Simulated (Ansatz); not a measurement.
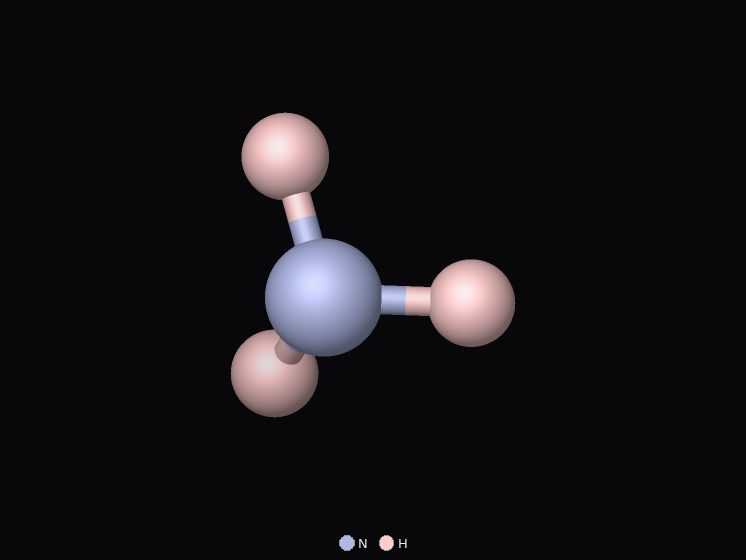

Rendered structure (ball-and-stick style). Every bond is drawn as one stick, whatever its order.

Describe the molecule.

The molecule is NH3. The point group is C3v. Coordination: 1 N trigonal pyramidal.

More results for the same structure follow; atom numbers are the same in all pictures, views and colours differ. The geometry was computed by an optimisation with PBE0-D4/def2-TZVP.

Shape

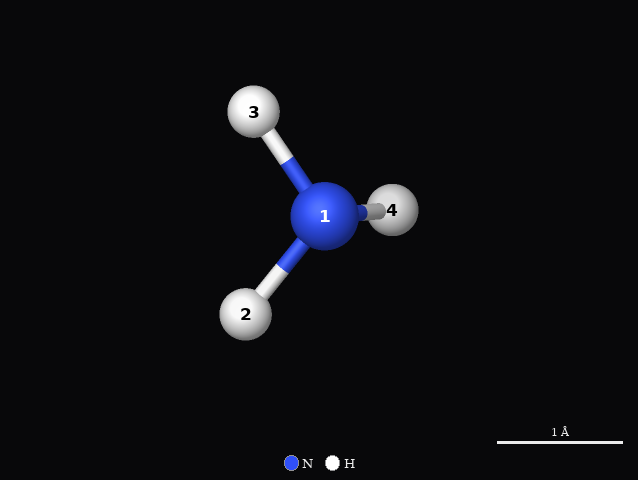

Numbered structure.

Which atoms are bonded, and how long are the bonds?

| bond | length (Å) |
| --- | --- |
| N1–H2 | 1.013 |
| N1–H3 | 1.013 |
| N1–H4 | 1.013 |

Thermal motion

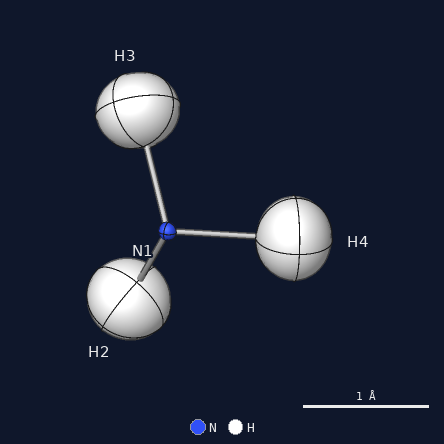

Displacement ellipsoids at the 50 % level, enlarged 3 times, from the internal vibrations of the free molecule (harmonic, no overall translation or rotation; no half-axis is drawn under 0.075 Å). Vibrations computed with RKS PBE0-D4/def2-TZVP (Ansatz 0.2.0). Temperature: 200 K.

> Which atom moves most?

H2, H3, H4, with U_eq = 0.0051 Å².

List U_eq and the three principal root-mean-square amplitudes for each kind of atom.

| atom | U_eq (Å²) | rms amplitudes (Å) |
| --- | --- | --- |
| N1 | 0.00011 | 0.008, 0.008, 0.014 |
| H2, H3, H4 | 0.0051 | 0.066, 0.073, 0.074 |

Electronic properties

Properties computed with RKS PBE0-D4/def2-TZVP (Ansatz 0.2.0).

What does the calculation give?

- dipole moment: 1.69 D
- harmonic zero-point energy: 90.5 kJ/mol

Charges

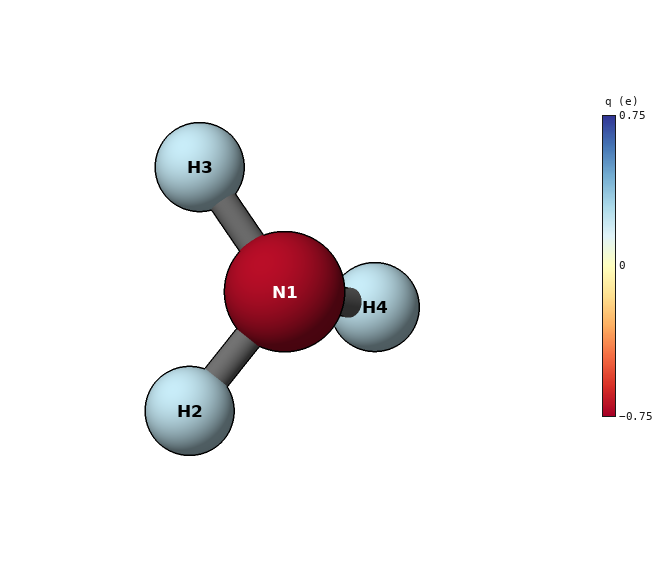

Atoms are coloured by their Mulliken charges. Properties computed with RKS PBE0-D4/def2-TZVP (Ansatz 0.2.0).

Give the Mulliken charges atom by atom.

| atom | value (e) |
| --- | --- |
| N1 | −0.70 |
| H2 | 0.23 |
| H3 | 0.23 |
| H4 | 0.23 |

Mulliken values depend strongly on the basis set and can even reverse the polarity of a bond.
